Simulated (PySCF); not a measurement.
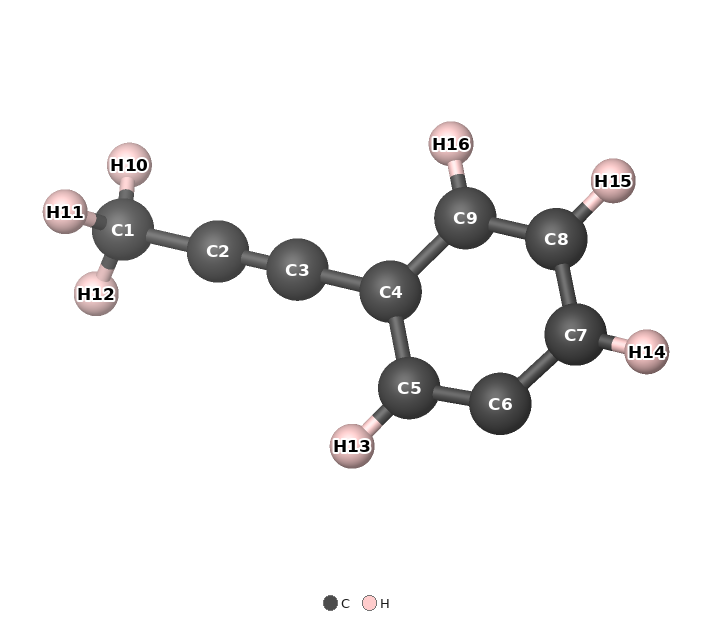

State: neutral, doublet. The computed structure is the end point of a PBE0-D3(BJ)/def2-SVP optimisation. No frequency run is at hand to confirm it as a minimum. Level of theory: UKS B3LYP, IGLO-III on C, pcH-1 on H, non-relativistic (PySCF 2.14.0).

Give the isotropic hyperfine couplings (Fermi-contact term alone) of C1, C2, C3, C4, C5, C6, C7, C8, C9, H10, H11, H12, H13, H14, H15, H16.

| atom | isotope | a_iso (MHz) |
| --- | --- | --- |
| C1 | 13C | −0.6 |
| C2 | 13C | 3.3 |
| C3 | 13C | 7.9 |
| C4 | 13C | 53.8 |
| C5 | 13C | 16.1 |
| C6 | 13C | 379.4 |
| C7 | 13C | 13.7 |
| C8 | 13C | 50.0 |
| C9 | 13C | −7.3 |
| H10 | 1H | 1.5 |
| H11 | 1H | 1.3 |
| H12 | 1H | 1.7 |
| H13 | 1H | 57.2 |
| H14 | 1H | 53.2 |
| H15 | 1H | 18.9 |
| H16 | 1H | 5.2 |
